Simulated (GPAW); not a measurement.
# Si K ELNES/XANES of Si2W (P6_222) from DFT

Aim: the dependence of the Si K near-edge features of Si2W (P6_222) on volume.

Calculated with GPAW 26.7.0; X-ray absorption from dipole matrix elements to empty bands, plane-wave PAW LDA, without spin-orbit coupling.

## Step 1: Starting point

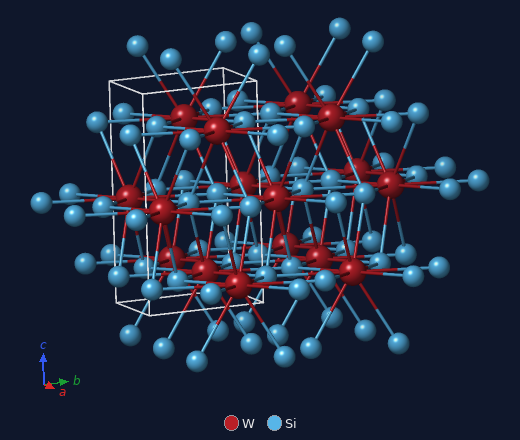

The cell as given, slightly off an axis (tungsten red, silicon blue). 2×2×1 cells are drawn. Some periodic images of atoms are drawn too.

Structure file:

```xyz
9
Lattice="4.6169 0.0000 0.0000 -2.3084 3.9983 0.0000 0.0000 0.0000 6.6532" Properties=species:S:1:pos:R:3 pbc="T T T"
W     2.3084    0.0000    3.3266
W     1.1542    1.9992    5.5444
W    -1.1542    1.9992    1.1089
Si    1.1332    0.6542    1.1089
Si    3.4837    0.6542    5.5444
Si    0.0000    1.3085    3.3266
Si    1.1753    3.3441    1.1089
Si   -1.1753    3.3441    5.5444
Si    2.3084    2.6899    3.3266
```

## Step 2: Ground state of the crystal

The ground state comes first: it tells whether the system has a gap, which decides how the excited electron is treated.

scf.py reads:

```python
import numpy as np
from ase import Atoms
from ase.parallel import parprint, paropen
from gpaw import GPAW, PW, FermiDirac, Mixer, MixerDif, setup_paths
from gpaw.test import gen
setup_paths.insert(0, '.')
gen('Si', name='nch1s', xcname='LDA', corehole=(1, 0, 0), write_xml=True)
from gpaw.mpi import world
world.barrier()

atoms = Atoms('W3Si6',
    cell=[[4.61685238, 0, 0],
     [-2.30842619, 3.99831145, 0],
     [0, 0, 6.653222]],
    scaled_positions=[[0.5, 0, 0.5],
     [0.5, 0.5, 0.83333333],
     [0, 0.5, 0.16666667],
     [0.327252, 0.163626, 0.16666667],
     [0.836374, 0.163626, 0.83333333],
     [0.163626, 0.327252, 0.5],
     [0.672748, 0.836374, 0.16666667],
     [0.163626, 0.836374, 0.83333333],
     [0.836374, 0.672748, 0.5]],
    pbc=True)
atoms.calc = calc = GPAW(legacy_gpaw=True, mode=PW(430, force_complex_dtype=True), xc='LDA', setups={3: 'nch1s'},
    kpts={'size': (6, 6, 4), 'gamma': True}, occupations=FermiDirac(0.05),
    charge=0, mixer=Mixer(0.1, 5, 50), maxiter=150,
    convergence={'density': 0.0001, 'eigenstates': 1e-6}, txt='scf.txt')
energy = atoms.get_potential_energy() + calc.get_reference_energy()
ef = calc.get_fermi_level()
out = dict(energy=energy, fermi=ef, forces=atoms.get_forces().tolist())
parprint(f'all-electron energy {energy:.4f} eV, Fermi level {ef:.4f} eV')
ev = np.array([[calc.get_eigenvalues(k, s) for k in range(len(calc.get_ibz_k_points()))] for s in range(calc.get_number_of_spins())])
out['homo'], out['lumo'], out['counts'] = ev[ev < ef].max(), ev[ev > ef].min(), sorted(set((ev < ef).sum((0, 2)).tolist()))
out['filled'] = (ev[:, 0] < ef).sum(1).tolist()
import json
with paropen('out.json', 'w') as f:
    json.dump(out, f)
```

Command:

```sh
$ OMP_NUM_THREADS=1 mpirun -n 4 gpaw python scf.py
```

Numbers of over 12 decimals in the logs are rounded to 6 here.

Log:

```text
Input parameters:
  convergence: {density: 0.0001,
                eigenstates: 1e-06}
  kpts: {gamma: True,
         size: (6, 6, 4)}
  maxiter: 150
  mixer: {backend: pulay,
          beta: 0.1,
          method: separate,
          nmaxold: 5,
          weight: 50}
  mode: {ecut: 430.0,
         force_complex_dtype: True,
         name: pw}
  occupations: {fixmagmom: False,
                name: fermi-dirac,
                width: 0.05}
  setups: {3: nch1s}

Initialize ...

[... PAW data sets ...]

Reference energy: -1362700.597748  # eV

Spin-paired calculation

[... convergence settings ...]
Symmetries present (total): 1
  [... symmetry matrices ...]

144 k-points: 6 x 6 x 4 Monkhorst-Pack grid + [1/12,1/12,1/8]
76 k-points in the irreducible part of the Brillouin zone
       k-points in crystal coordinates                weights
   0:     0.00000000    0.00000000    0.00000000          1/144
   1:     0.00000000    0.00000000    0.25000000          2/144
   2:     0.00000000    0.00000000    0.50000000          1/144
   3:     0.00000000    0.16666667   -0.25000000          2/144
   4:     0.00000000    0.16666667    0.00000000          2/144
   5:     0.00000000    0.16666667    0.25000000          2/144
   6:     0.00000000    0.16666667    0.50000000          2/144
   7:     0.00000000    0.33333333   -0.25000000          2/144
   8:     0.00000000    0.33333333    0.00000000          2/144
   9:     0.00000000    0.33333333    0.25000000          2/144
          ...
  75:     0.50000000    0.50000000    0.50000000          1/144

Wave functions: Plane wave expansion
  Cutoff energy: 430.000 eV
  Number of coefficients (min, max): 2474, 2513
  Pulay-stress correction: 0.000000 eV/Ang^3 (de/decut=0.000000)
  Using FFTW library
  Wavefunction extrapolation:
    Improved wavefunction reuse through dual PAW basis

Occupation numbers: Fermi-Dirac:
  width: 0.0500  # eV

Eigensolver
   Davidson(niter=2)

Densities:
  Coarse grid: 24*24*32 grid
  Fine grid: 48*48*64 grid
  Total Charge: 0.000000

Density mixing:
  Method: separate
  Backend: pulay
  Linear mixing parameter: 0.1
  old densities: 5
  Width of damping distribution: 1.1
  Damping of long wavelength oscillations: 50

[... Hamiltonian set-up ...]
Number of atoms: 9
Number of atomic orbitals: 63
Number of bands in calculation: 44
Number of valence electrons: 66
Bands to converge: occupied

... initialized

Initializing position-dependent things.

Density initialized from atomic densities
Creating initial wave functions:
  44 bands from LCAO basis set

         Si
              W
                   Si
                 Si
           Si
               SW
         W
             Si

Atomic positions and initial magnetic moments

Positions:
   0 W      2.308426    0.000000    3.326611    ( 0.0000,  0.0000,  0.0000)
   1 W      1.154213    1.999156    5.544352    ( 0.0000,  0.0000,  0.0000)
   2 W     -1.154213    1.999156    1.108870    ( 0.0000,  0.0000,  0.0000)
   3 Si     1.133156    0.654228    1.108870    ( 0.0000,  0.0000,  0.0000)
   4 Si     3.483697    0.654228    5.544352    ( 0.0000,  0.0000,  0.0000)
   5 Si     0.000000    1.308455    3.326611    ( 0.0000,  0.0000,  0.0000)
   6 Si     1.175271    3.344084    1.108870    ( 0.0000,  0.0000,  0.0000)
   7 Si    -1.175271    3.344084    5.544352    ( 0.0000,  0.0000,  0.0000)
   8 Si     2.308426    2.689856    3.326611    ( 0.0000,  0.0000,  0.0000)

Unit cell:
           periodic     x           y           z      points  spacing
  1. axis:    yes    4.616852    0.000000    0.000000    24     0.1666
  2. axis:    yes   -2.308426    3.998311    0.000000    24     0.1666
  3. axis:    yes    0.000000    0.000000    6.653222    32     0.2079

  Lengths:   4.616852   4.616852   6.653222
  Angles:   90.000000  90.000000 120.000000

Effective grid spacing dv^(1/3) = 0.1882

iter:   1   -77.178454
iter:   2   -77.363442   -0.98  -1.20
iter:   3   -77.161332   -1.90  -1.23
iter:   4   -77.281014   -2.09  -1.61
iter:   5   -77.216774   -1.68  -2.06
iter:   6   -77.229728   -1.84  -2.05
iter:   7   -77.175943   -2.57  -2.18
iter:   8   -77.178857   -2.88  -2.98
iter:   9   -77.176405c  -3.68  -2.68
iter:  10   -77.176283c  -6.09c -3.46
iter:  11   -77.176280c  -5.10  -3.70
iter:  12   -77.176297c  -5.10  -3.66
iter:  13   -77.176264c  -5.74  -3.75
iter:  14   -77.176264c  -6.31c -4.54c

Converged after 14 iterations.

Dipole moment: (-0.000000, -0.000000, -0.000000) |e|*Ang

Energy contributions relative to reference atoms: (reference = -1362700.597748)

Kinetic:        +44.582142
Potential:      -34.050039
External:        +0.000000
XC:             -87.330149
Entropy (-ST):   -0.004131
Local:           -0.376154
SIC:             +0.000000
--------------------------
Free energy:    -77.178330
Extrapolated:   -77.176264

Showing only first 2 kpts
 Kpt  Band  Eigenvalues  Occupancy
  0    31     10.28458    2.00000
  0    32     11.88687    2.00000
  0    33     15.02023    0.00000
  0    34     15.04140    0.00000

  1    31     10.34272    2.00000
  1    32     12.41667    1.99925
  1    33     14.10033    0.00000
  1    34     14.75848    0.00000

Fermi level: 12.81084

No gap
No difference between direct/indirect transitions

Forces in eV/Ang:
  0 W     0.00000   -0.00000    0.00000
  1 W    -0.00000    0.00000    0.00001
  2 W     0.00000    0.00000   -0.00001
  3 Si    0.05090    0.02938   -0.00000
  4 Si   -0.05090    0.02938    0.00000
  5 Si    0.00000    0.05875   -0.00000
  6 Si   -0.05090   -0.02938   -0.00000
  7 Si    0.05090   -0.02938    0.00000
  8 Si   -0.00000   -0.05875   -0.00000
Scalar-relativistic atomic LDA calculation for Si (Silicon, Z=14)
Core hole in 1s state (1s occupation: 2.0)
450 radial gridpoints.
|------------------------------------------------|
|------------------------------------------------|
[... the atom generator's iteration count ...]

Energy contributions:
-------------------------
Kinetic:     +289.200818
XC:           -19.595459
Potential:   -558.407745
-------------------------
Total:       -288.802385

state      eigenvalue         ekin         rmax
-----------------------------------------------
1s^2.0 :   -65.348349    92.179850        0.073
2s^2.0 :    -5.098251    13.047377        0.456
2p^6.0 :    -3.513548    12.237934        0.387
3s^2.0 :    -0.399754     1.628943        1.773
3p^2.0 :    -0.152955     1.030438        2.146
-----------------------------------------------
(units: Bohr and Hartree)

Generating PAW setup
Kinetic energy of the core from tauc = 284.492433
Cutoffs:
rc(s)=2.000
rc(p)=2.000
rc(d)=2.000
rc(vbar)=1.800
rc(comp)=2.000
rc(nct)=2.000

Kinetic energy of the core states: 283.882055
Charge: 0.0
Core electrons: 10.0
Valence electrons: 4.0
Pseudo-core charge: 0.185992
Shape function alpha=2.500
Pseudo-electron charge 4.425116
state    eigenvalue         norm
--------------------------------
3s(2) :    -0.399754     1.114161
*s    :     0.600246
3p(2) :    -0.152955     1.005401
*p    :     0.847045
*d    :     0.000000
--------------------------------

Diagonalizing with gridspacing h=0.050

state   all-electron     PAW
-------------------------------
3s:      -0.399754    -0.399911
3p:      -0.152955    -0.153089
*d:                    0.032715
*f:                    0.069217
-------------------------------
all-electron energy -1362777.7740 eV, Fermi level 12.8108 eV
```

Elapsed: 30 s, on 4 MPI ranks of AMD EPYC 9R14 (Zen 4), shared host; peak memory 0.27 GiB; 2 min of CPU time.

The mesh shows no gap, so the system is treated as a metal and the core electron is put at the Fermi level (neutral cell).

## Step 3: Reference energy of the cell

The photon energy needs a difference of total energies, so the cell and mesh of the coming hole run are first run without a hole.

This run holds the same structure in another cell (γ 120.0 → 60.0°).

Changes to scf.py since step 2:

```diff
@@ -11,17 +11,17 @@
 atoms = Atoms('W3Si6',
-    cell=[[4.61685238, 0, 0],
-     [-2.30842619, 3.99831145, 0],
-     [0, 0, 6.653222]],
-    scaled_positions=[[0.5, 0, 0.5],
+    cell=[[-2.30842619, -3.99831145, 0],
+     [-4.61685238, 0, 0],
+     [0, 0, -6.653222]],
+    scaled_positions=[[0, 0.5, 0.5],
+     [0.5, 0, 0.16666667],
      [0.5, 0.5, 0.83333333],
-     [0, 0.5, 0.16666667],
-     [0.327252, 0.163626, 0.16666667],
-     [0.836374, 0.163626, 0.83333333],
-     [0.163626, 0.327252, 0.5],
-     [0.672748, 0.836374, 0.16666667],
-     [0.163626, 0.836374, 0.83333333],
-     [0.836374, 0.672748, 0.5]],
+     [0.836374, 0.836374, 0.83333333],
+     [0.836374, 0.327252, 0.16666667],
+     [0.672748, 0.163626, 0.5],
+     [0.163626, 0.163626, 0.83333333],
+     [0.163626, 0.672748, 0.16666667],
+     [0.327252, 0.836374, 0.5]],
     pbc=True)
 atoms.calc = calc = GPAW(legacy_gpaw=True, mode=PW(430, force_complex_dtype=True), xc='LDA', setups={3: 'nch1s'},
-    kpts={'size': (6, 6, 4), 'gamma': True}, occupations=FermiDirac(0.05),
+    kpts={'size': (6, 6, 4), 'gamma': True}, occupations=FermiDirac(0.1),
     charge=0, mixer=Mixer(0.1, 5, 50), maxiter=150,
```

Log:

```text
Input parameters:
  convergence: {density: 0.0001,
                eigenstates: 1e-06}
  kpts: {gamma: True,
         size: (6, 6, 4)}
  maxiter: 150
  mixer: {backend: pulay,
          beta: 0.1,
          method: separate,
          nmaxold: 5,
          weight: 50}
  mode: {ecut: 430.0,
         force_complex_dtype: True,
         name: pw}
  occupations: {fixmagmom: False,
                name: fermi-dirac,
[...]
3s(2) :    -0.399754     1.114161
*s    :     0.600246
3p(2) :    -0.152955     1.005401
*p    :     0.847045
*d    :     0.000000
--------------------------------

Diagonalizing with gridspacing h=0.050

state   all-electron     PAW
-------------------------------
3s:      -0.399754    -0.399911
3p:      -0.152955    -0.153089
*d:                    0.032715
*f:                    0.069217
-------------------------------
all-electron energy -1362777.7703 eV, Fermi level 12.7575 eV
[key lines of the parts left out:]
Converged after 13 iterations.
Dipole moment: (-0.000000, -0.000000, -0.000000) |e|*Ang
Free energy:    -77.186520
Fermi level: 12.75750
```

It took 28 s on 4 MPI ranks; peak memory 0.27 GiB; 1.8 min of CPU time.

Reference energy: -1362777.770 eV with the cores included.

(Part 1 of 4 ends here.)

[Banner, clock and machine lines of the logs are left out without a mark of their own.]

[Logs are printed without paths, hosts, clocks, repeated set-up lines and the standing remarks that a program may print on its own settings, such as how far it seeks lower states.]

[Hosts, paths, dates, database ids (printed as entryN), source tags and the programs' standing remarks are cut or masked in the printed files.]

[Lists of maxima count a maximum above −3 eV only where it reaches 4 % of the highest in the window and stands out from its surroundings by 2 % of it (1.5 % where it reaches 55 %); shoulders and weaker maxima are passed over, and of the rest the first, up to two pre-edge ones and the few strongest are named.]
